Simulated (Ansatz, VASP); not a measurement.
# Au (Gold) in two plane-wave programs

One calculation is typed for both programs; each brings its own data sets. How far apart do they land? The cell is taken from a series of VASP runs on this material, whose earlier steps may have relaxed, scaled or displaced it; both programs get it as it stands. Valence electrons are named where the data sets of a main pair hold unlike numbers.

Method: plane waves, with VASP 6.6.1 beside it; band structure at LDA and band structure at LDA, spin-orbit coupling, in Ansatz 0.2.0.

## 1. Starting point

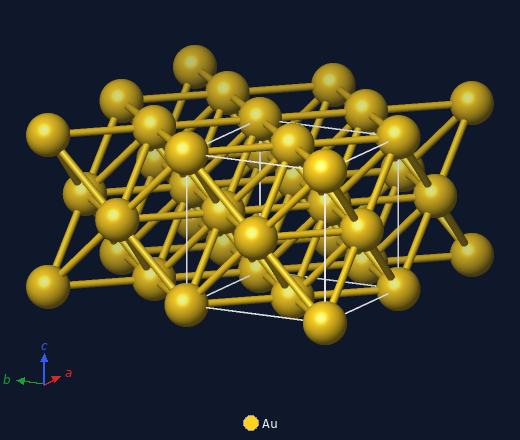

Start, viewed from a free direction; gold yellow. 2×2×1 cells are drawn. This picture shows the conventional cell, with its axes. Some periodic images of atoms are drawn too.

Structure file:

```xyz
1
Lattice="0.0000 2.0295 2.0295 2.0295 0.0000 2.0295 2.0295 2.0295 0.0000" Properties=species:S:1:pos:R:3 pbc="T T T"
Au    0.0000    0.0000    0.0000
```

## 2. VASP: band structure, LDA

With cell and atoms fixed, the geometry can't cause a difference; cores, projectors, grids and the points listed under the comparison can.

Lines of VASP's logs that name or quote its potential files are left out, and so is its time.

Contents of INCAR:

```
SYSTEM = Au
PREC = Accurate
ENCUT = 400
EDIFF = 1E-06
NELM = 100
ISMEAR = 1
SIGMA = 0.2
LREAL = .FALSE.
ALGO = Normal
GGA = CA
NBANDS = 16
LASPH = .TRUE.
LORBIT = 11
LWAVE = .FALSE.
LCHARG = .FALSE.
KPAR = 2
```

Contents of POSCAR:

```
Au
1.0
    0.0000000000      2.0295231611      2.0295231611
    2.0295231611      0.0000000000      2.0295231611
    2.0295231611      2.0295231611      0.0000000000
Au
1
Direct
    0.0000000000      0.0000000000      0.0000000000
```

Contents of KPOINTS:

```
Automatic mesh
0
Gamma
8 8 8
0 0 0
```

Contents of KPOINTS_OPT:

```
Line mode
16
Line-mode
Reciprocal
  0.00000000   0.00000000   0.00000000 GAMMA
  0.50000000   0.00000000   0.50000000 X

  0.50000000   0.00000000   0.50000000 X
  0.50000000   0.25000000   0.75000000 W

  0.50000000   0.25000000   0.75000000 W
  0.37500000   0.37500000   0.75000000 K

  0.37500000   0.37500000   0.75000000 K
  0.00000000   0.00000000   0.00000000 GAMMA

  0.00000000   0.00000000   0.00000000 GAMMA
  0.50000000   0.50000000   0.50000000 L

  0.50000000   0.50000000   0.50000000 L
  0.62500000   0.25000000   0.62500000 U

  0.62500000   0.25000000   0.62500000 U
  0.50000000   0.25000000   0.75000000 W

  0.50000000   0.25000000   0.75000000 W
  0.50000000   0.50000000   0.50000000 L

  0.50000000   0.50000000   0.50000000 L
  0.37500000   0.37500000   0.75000000 K

  0.62500000   0.25000000   0.62500000 U
  0.50000000   0.00000000   0.50000000 X
```

Potentials, in the order of the species: Au (LDA family, release 64).

Started as:

```bash
mpirun -np 2 vasp_std
```

Numbers of over 12 decimals in the logs are rounded to 6 here.

The log of the run:

```text
[banner, memory and clock lines left out]
running    2 mpi-ranks, on    1 nodes
 distrk:  each k-point on    1 cores,    2 groups
 distr:  one band on    1 cores,    1 groups

 POSCAR found type information on POSCAR Au
 POSCAR found :  1 types and       1 ions
 LDA part: xc-table for (Slater(with rela. corr.)+CA(PZ))
 , standard interpolation
 POSCAR, INCAR and KPOINTS ok, starting setup
 FFT: planning ... GRIDC
 FFT: planning ... GRID_SOFT
 FFT: planning ... GRID
 WAVECAR not read
 entering main loop
       N       E                     dE             d eps       ncg     rms          rms(c)
DAV:   1     0.440011324035E+02    0.44001E+02   -0.43582E+03   984   0.489E+02
DAV:   2    -0.405684934149E+01   -0.48058E+02   -0.45817E+02  1288   0.149E+02
DAV:   3    -0.472186028357E+01   -0.66501E+00   -0.66329E+00  1136   0.156E+01
DAV:   4    -0.472411684336E+01   -0.22566E-02   -0.22565E-02  1192   0.104E+00
DAV:   5    -0.472413161830E+01   -0.14775E-04   -0.14775E-04  1176   0.753E-02    0.103E+01
DAV:   6    -0.442949662473E+01    0.29463E+00   -0.68055E-01  1208   0.531E+00    0.635E+00
DAV:   7    -0.440656496930E+01    0.22932E-01   -0.57892E-02  1272   0.153E+00    0.294E+00
DAV:   8    -0.440320837675E+01    0.33566E-02   -0.16086E-03  1088   0.312E-01    0.274E-01
DAV:   9    -0.440320604387E+01    0.23329E-05   -0.12481E-05  1248   0.211E-02    0.294E-02
DAV:  10    -0.440320553691E+01    0.50696E-06   -0.10564E-06  1048   0.517E-03
   1 F= -.44032055E+01 E0= -.44031964E+01  d E =-.274228E-04
 Start KPOINTS_OPT (optional k-point list driver)
k-point batch [1-29\160]
       N       E                     dE             ncg
DAV:   1     0.292289464195E+04   -0.70341E+04      960
DAV:   2     0.164311252902E+04   -0.12798E+04     1232
DAV:   3     0.162459945841E+04   -0.18513E+02     1232
DAV:   4     0.162452659094E+04   -0.72867E-01     1176
DAV:   5     0.162452604975E+04   -0.54120E-03     1256
DAV:   6     0.162452604512E+04   -0.46324E-05     1160
DAV:   7     0.162452604506E+04   -0.52705E-07     1008
[...]
k-point batch [146-160\160]
       N       E                     dE             ncg
DAV:   1     0.754111750444E+04   -0.53110E+04      504
DAV:   2     0.687190229415E+04   -0.66922E+03      656
DAV:   3     0.686240434016E+04   -0.94980E+01      696
DAV:   4     0.686237080246E+04   -0.33538E-01      624
DAV:   5     0.686237054933E+04   -0.25313E-03      704
DAV:   6     0.686237054708E+04   -0.22487E-05      616
DAV:   7     0.686237054706E+04   -0.18698E-07      600
```

Parts of OUTCAR (step 2):

```text
ion  position               nearest neighbor table
   1  0.000  0.000  0.000-

  LATTYP: Found a face centered cubic cell.
 ALAT       =     4.0590463222

 Subroutine GETGRP returns: Found 48 space group operations
 (whereof 48 operations were pure point group operations)

The static configuration has the point symmetry O_h .

 Found     29 irreducible k-points:

   k-points           NKPTS =     29   k-points in BZ     NKDIM =     29   number of bands    NBANDS=     16

   dimension x,y,z NGX =    20 NGY =   20 NGZ =   20
   dimension x,y,z NGXF=    40 NGYF=   40 NGZF=   40

   ENCUT  =  400.0 eV  29.40 Ry    5.42 a.u.   4.68  4.68  4.68*2*pi/ulx,y,z

   NELECT =      11.0000    total number of electrons

 k-points in reciprocal lattice and weights: Automatic mesh
   0.00000000  0.00000000  0.00000000       0.002
   0.12500000  0.00000000  0.00000000       0.016
   0.25000000  0.00000000  0.00000000       0.016
   0.37500000  0.00000000  0.00000000       0.016
   0.50000000  0.00000000  0.00000000       0.008
   0.12500000  0.12500000  0.00000000       0.012
   0.25000000  0.12500000  0.00000000       0.047
   0.37500000  0.12500000  0.00000000       0.047
   0.50000000  0.12500000  0.00000000       0.047
[...]
-0.37500000  0.50000000  0.12500000       0.023
  -0.25000000  0.50000000  0.25000000       0.012

 average (electrostatic) potential at core
       1 -64.0216

 E-fermi :   9.5849

 k-point     1 :       0.0000    0.0000    0.0000
  band No.  band energies     occupation
    ...
      2       4.8066      2.00000
      3       4.8066      2.00000
      4       4.8066      2.00000
      5       6.3996      2.00000
      6       6.3996      2.00000
      7      24.0693      0.00000
      8      28.1359      0.00000
      9      28.1359      0.00000
     10      28.1359      0.00000
     11      33.2252      0.00000
    ...

 k-point     2 :       0.1250    0.0000    0.0000
  band No.  band energies     occupation
    ...
      2       4.6466      2.00000
      3       4.9773      2.00000
      4       4.9773      2.00000
      5       6.3371      2.00000
      6       6.3371      2.00000
      7      24.5841      0.00000
      8      25.5972      0.00000
      9      28.7889      0.00000
     10      28.7889      0.00000
     11      33.2329      0.00000
    ...

 k-point     3 :       0.2500    0.0000    0.0000
  band No.  band energies     occupation
    ...
      2       4.6569      2.00000
      3       5.0991      2.00000
      4       5.0991      2.00000
      5       6.5650      2.00000
      6       6.5650      2.00000
      7      20.8835      0.00000
      8      25.1981      0.00000
      9      29.7163      0.00000
     10      29.7163      0.00000
     11      31.4554      0.00000
    ...

  Total       -0.0018736     -0.0018736     -0.0018736      0.0000000      0.0000000     -0.0000000
  in kB       -0.1795441     -0.1795441     -0.1795441      0.0000000      0.0000000     -0.0000000
  external PRESSURE =      -0.1795441 kB  Pullay stress =       0.0000000 kB

  energy-cutoff  :      400.00
  volume of cell :       16.72
      direct lattice vectors                 reciprocal lattice vectors
     0.000000000  2.029523161  2.029523161    -0.246363288  0.246363288  0.246363288
     2.029523161  0.000000000  2.029523161     0.246363288 -0.246363288  0.246363288
     2.029523161  2.029523161  0.000000000     0.246363288  0.246363288 -0.246363288

 POSITION                                       TOTAL-FORCE (eV/Angst)
 -----------------------------------------------------------------------------------
      0.00000      0.00000      0.00000        -0.000000      0.000000     -0.000000
 -----------------------------------------------------------------------------------
    total drift:                                0.000000      0.000000      0.000000

  FREE ENERGIE OF THE ION-ELECTRON SYSTEM (eV)
  ---------------------------------------------------
  free  energy   TOTEN  =        -4.4032055369 eV

  energy  without entropy=       -4.4031781141  energy(sigma->0) =       -4.40319640

 total charge
# of ion       s       p       d       tot
------------------------------------------
    1        0.553   0.369   8.762   9.684

[... 3 further parts left out ...]
```

This run has no spin polarisation. Its electron count is odd, so without a moment it is a metal by construction. The k-mesh is coarse for a metal. Spin-orbit coupling is off here; with elements this heavy it splits and shifts levels by tenths of an eV or more.

## 3. Ansatz: band structure, LDA

Ansatz runs on its default PAW (the set named soft_2) files.

The same cell, functional (in two slightly different forms), mesh and smearing now go to Ansatz, which takes its cutoff from its data sets.

Contents of input.yaml:

```yaml
crystal:
  lattice:
    - [0.0, 2.0295231611, 2.0295231611]
    - [2.0295231611, 0.0, 2.0295231611]
    - [2.0295231611, 2.0295231611, 0.0]
  atoms:
    - { symbol: Au, position: [0.0, 0.0, 0.0] }
hamiltonian:
  xc: lda
  pseudopotentials: { kind: paw }
kpoints:
  mp_grid: { grid: [8, 8, 8] }
  band_path:
    path:
      - [0.0, 0.0, 0.0]
      - [0.16667, 0.0, 0.16667]
      - [0.33333, 0.0, 0.33333]
      - [0.5, 0.0, 0.5]
      - [0.5, 0.08333, 0.58333]
      - [0.5, 0.18333, 0.68333]
      - [0.5, 0.25, 0.75]
      - [0.45, 0.3, 0.75]
      - [0.40833, 0.34167, 0.75]
      - [0.35, 0.35, 0.7]
      - [0.225, 0.225, 0.45]
      - [0.075, 0.075, 0.15]
      - [0.03333, 0.03333, 0.03333]
      - [0.23333, 0.23333, 0.23333]
      - [0.4, 0.4, 0.4]
      - [0.51667, 0.46667, 0.51667]
      - [0.55833, 0.38333, 0.55833]
      - [0.60833, 0.28333, 0.60833]
      - [0.60833, 0.25, 0.64167]
      - [0.55833, 0.25, 0.69167]
      - [0.51667, 0.25, 0.73333]
      - [0.5, 0.3, 0.7]
      - [0.5, 0.38333, 0.61667]
      - [0.5, 0.48333, 0.51667]
      - [0.475, 0.475, 0.55]
      - [0.425, 0.425, 0.65]
      - [0.38333, 0.38333, 0.73333]
      - [0.59167, 0.18333, 0.59167]
      - [0.55, 0.1, 0.55]
      - [0.5, 0.0, 0.5]
    npoints: 1
scf:
  occupations: { method: methfessel_paxton, width: 0.2 }
  n_extra_bands: 6
output:
  forces: true
  stress: true
  eigenvalues: true
```

Started as:

```bash
ansatz run input.yaml --threads 2 --pin off --max-ram 4608MiB --backend cpu --events-out ev --progress --plain --runs-dir out
```

The log of the run:

```text
scf.n_extra_bands = 6 over 10 filled bands (N_el = 19.0): the run solves 16 bands
Engine: ansatz 0.2.0, aarch64-unknown-linux-gnu
Pseudopotentials: kind: paw
Pseudopotential: Au, paw, valence charge 19, recommended cutoff 420 eV (normal), Au.paw.azcp
Functional definition: SPW92
  exchange = slater_x
  correlation = pw_c
Crystal: 1 atoms, lattice volume = 16.719 Å³
Basis set: ecut = 420 eV, 331 PW (Γ)
Bands: 16, of which v1, the nominal top of the filled ones, is band 10 counted from 1 (9 counted from 0)
Symmetry: 48 space group operations
Space group: Fm-3m (ITA 225), of the structure as read, at distance tolerance 2.6e-5 Å
k-points: 29 of 512
Non-local potential: Au, projectors of the file, l = 0: 3, l = 1: 2, l = 2: 2, l = 3: 1
PAW form: soft (Blöchl's): semilocal exchange-correlation on the pseudo side does not see the compensation charge
PAW frozen core: Au, regenerated for the run's functional, and the local potential with it (the file was generated under x = pbe(κ = 0.804, μ = 0.219515), c = pbe(β = 0.066725))
PAW one-centre angular grid: Au, 590 points (default); XC on 64 Gauss nodes
Initial density: superposition of atomic densities (neutral atoms: chi_scale 0, normalization atom), corrected by the library's trained network
Initial wavefunctions: pseudopotential atomic-orbital guess
Functional: x = slater, c = lda
SCF iter   1: F=—  HF=-12864.913219 eV  |F-HF|=—  |Δ(HF+E_count)|=         —  Δρ=7.56e-3  dr2=5.06e-3  ethr=1.77e-3  ⟨swp⟩=4.5  Hψ=2233  notcnv=0  defer=2
preconditioner: auto → none  [insulator: Δε(μ)=0.246 eV  Ē_g=19.912 eV  σ=0.200 eV  W_gap=0.83  n_scr=8 (ndim 8)  ℏωp=30.1 eV  f_vac=0.000  D(μ)=0.66/eV (n_scr^D=0)  ε∞_Penn≈3.3]
SCF iter   2: F=—  HF=-12864.911762 eV  |F-HF|=—  |Δ(HF+E_count)|=   1.46e-3  S|Δr|=    0.00e0  Δρ=2.98e-3  dr2=4.06e-4  ethr=2.66e-5  ⟨swp⟩=2.2  Hψ=795  notcnv=0  defer=3
SCF iter   3: F=—  HF=-12864.911641 eV  |F-HF|=—  |Δ(HF+E_count)|=   1.21e-4  S|Δr|=    0.00e0  Δρ=1.47e-3  dr2=7.02e-5  ethr=2.14e-6  ⟨swp⟩=2.9  Hψ=679  notcnv=0  defer=3
SCF iter   4: F=—  HF=-12864.911604 eV  |F-HF|=—  |Δ(HF+E_count)|=   3.74e-5  S|Δr|=    0.00e0  Δρ=4.14e-4  dr2=5.41e-6  ethr=3.69e-7  ⟨swp⟩=1.1  Hψ=413  notcnv=0  defer=3
SCF iter   5: F=-12864.911603 eV  HF=-12864.911603 eV  |F-HF|=2.21e-8  |Δ(HF+E_count)|=   1.01e-6  S|Δr|=    0.00e0  Δρ=4.99e-5  dr2=8.30e-8  ethr=5.26e-10  ⟨swp⟩=6.5  Hψ=2009  notcnv=0
SCF 1 converged in 5 iterations: F = -12864.911603 eV  dr2 = 8.30e-8
  greatest PAW one-centre occupation: 1.003 electrons in one spin orbital (limit 2), on the Au atom at site 0 (counted from 0), in its partial waves of l = 0
NSCF: frozen V_eff on 30 k-points
SCF converged after 5 iterations
Stability not checked: this state was not tested for a lower state beside it, because cold or Methfessel-Paxton smearing, or corrected tetrahedra, fill the levels in a way that the test cannot read (fill_not_monotonic; see scf.lower_state_search)
Free energy (F): -12864.911603 eV
Harris-Foulkes:  -12864.911603 eV  (|F-HF|=2.21e-8)
Internal energy: -12864.911485 eV  (E = F + TS)
E sigma→0 (E₀):  -12864.911573 eV
Entropy (-TS):   -0.000118 eV (-0.118 meV/atom)
Fermi energy:    20.764663 eV
--- Per-component energies (eV) ---
  E_band       = -205.542616
  E_kinetic    = 605.537635
  E_local      = -1682.173542  (includes V_loc(G=0)·N_el)
  E_nonlocal   = 81.387847
  E_hartree    = 716.071982
  E_xc         = -226.956401
  E_vxc        = -275.333776  (∫ρ·V_xc dr)
  E_paw        = -9423.470597  (= ΣΔE_a)
  E_vpaw       = -367.111241  (= ΣTr[D̂ρ^β])
  E_aug_tail   = 0.001373  (compensation charges beyond the density's cutoff)
  E_ewald      = -2935.832500
  E_core_change = 0.522718  (= ΣΔE_core)
  E_smearing   = -0.000118  (= −TS)
  E_closure    = -0.000000  (closes the sum)
  Σ components = -12864.911603   (vs F -12864.911603, Δ=0.00e0)
--- Forces (eV/Å), atoms counted from 1 ---
  atom   1  Au    -0.00000000     0.00000000    -0.00000000
  max |Σ_I F_I| component: 1.31e-31 eV/Å
--- Stress (GPa, compression-positive) ---
       -0.535413       0.000000       0.000000
        0.000000      -0.535413      -0.000000
       -0.000000      -0.000000      -0.535413
  P = ⅓ Tr σ = -0.5354 GPa (-5.354 kbar)
--- Band table (eV; the first three rows and the last of 29) ---
  k-point 0: bands = [... 6 lower, 16.0067, 16.0067, 17.6020, 17.6020, 35.2378, 39.2834, 39.2834, 39.2834, ... 2 higher]
  k-point 1: bands = [... 6 lower, 16.1778, 16.1778, 17.5397, 17.5397, 35.7466, 36.7566, 39.9301, 39.9301, ... 2 higher]
  k-point 2: bands = [... 6 lower, 16.2996, 16.2996, 17.7688, 17.7688, 32.0467, 36.3574, 40.8561, 40.8561, ... 2 higher]
  k-point 28: bands = [... 6 lower, 15.5111, 17.4266, 19.1911, 25.5065, 27.1153, 27.1153, 30.3533, 43.4440, ... 2 higher]
```

Elapsed: 1.1 s, on 2 threads of Arm Neoverse N1, shared host; peak memory 0.24 GiB.

## 4. Comparison

Known differences besides the potentials themselves: the two LDA forms differ slightly; the data sets hold 19 valence electrons in Ansatz (on its default PAW (the set named soft_2) files) and 11 in VASP; the cutoff is 420 eV in Ansatz and 400 eV in VASP; VASP's log shows a relativistic correction to its local exchange, Ansatz's none. Total energies have different zeros and are not compared.

The two programs side by side:

```
      quantity  Ansatz   VASP  difference
pressure (GPa)   -0.54  -0.02       -0.52
```

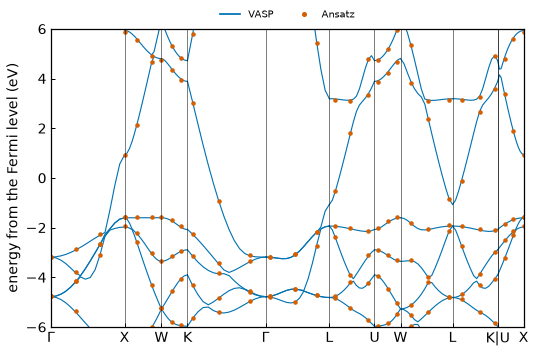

Bands from VASP (lines) and levels from Ansatz (dots). Dots without a line are higher empty bands that the VASP plot leaves out.

Levels from 3 eV below to 2 eV above the Fermi level differ by 24 meV r.m.s. and 28 meV at most; each VASP level is matched to the nearest of Ansatz, which flatters the figure a little.

## 5. Ansatz: band structure, LDA, spin-orbit coupling

With cell and atoms fixed, the geometry can't cause a difference; cores, projectors, grids and the points listed under the comparison can.

The cell is taken from a series of VASP runs on this material, whose earlier steps may have relaxed, scaled or displaced it; both programs get it as it stands.

input.yaml: that of step 3 with these lines changed.

```diff
@@ -9,5 +9,8 @@
   xc: lda
-  pseudopotentials: { kind: paw }
+  pseudopotentials: { kind: paw_fr }
+magnetization:
+  noncollinear: true
+  spin_orbit: true
 kpoints:
-  mp_grid: { grid: [8, 8, 8] }
+  mp_grid: { grid: [7, 7, 7] }
   band_path:
@@ -47,3 +50,3 @@
   occupations: { method: methfessel_paxton, width: 0.2 }
-  n_extra_bands: 6
+  n_extra_bands: 12
 output:
```

The log of the run:

```text
[...]
non-collinear run that drives no moment, with spin-orbit: no starting moment large enough to seed its density (crystal.atoms[].spin), no starting occupations that ask for one, no magnetisation constraint and no magnetic field, so the semilocal B_xc is pinned to zero
Crystal: 1 atoms, lattice volume = 16.719 Å³
Basis set: ecut = 420 eV, 331 PW (Γ)
[...]
k-point 1: bands = [... 15 lower, 16.7453, 17.6799, 17.6799, 17.9477, 17.9477, 35.5438, 35.5438, 36.3612, ... 8 higher]
  k-point 2: bands = [... 15 lower, 16.8494, 17.8634, 17.8634, 18.4486, 18.4486, 30.5034, 30.5034, 36.0728, ... 8 higher]
  k-point 19: bands = [... 15 lower, 17.6677, 19.0430, 19.0430, 24.5326, 24.5326, 26.4721, 26.4721, 27.9769, ... 8 higher]
[key lines of the parts left out:]
SCF converged after 7 iterations
Magnetization: |M| = 0.0000 μB,  M = (+0.0000, +0.0000, +0.0000) μB
Free energy (F): -12901.032895 eV
Fermi energy:    20.316257 eV
P = ⅓ Tr σ = -3.3549 GPa (-33.549 kbar)
```

The job ended after 4.3 s (2 threads; peak memory 0.3 GiB; 7.6 s of CPU time).

[end of part 1 of 2]

[Lines on the potential files, build, host, timing and source positions are cut from VASP's logs without a mark.]

[Logs are printed without paths, hosts, clocks, repeated set-up lines and the standing remarks that a program may print on its own settings, such as how far it seeks lower states.]

[Hosts, paths, dates, database ids (printed as entryN), source tags and the programs' standing remarks are cut or masked in the printed files.]
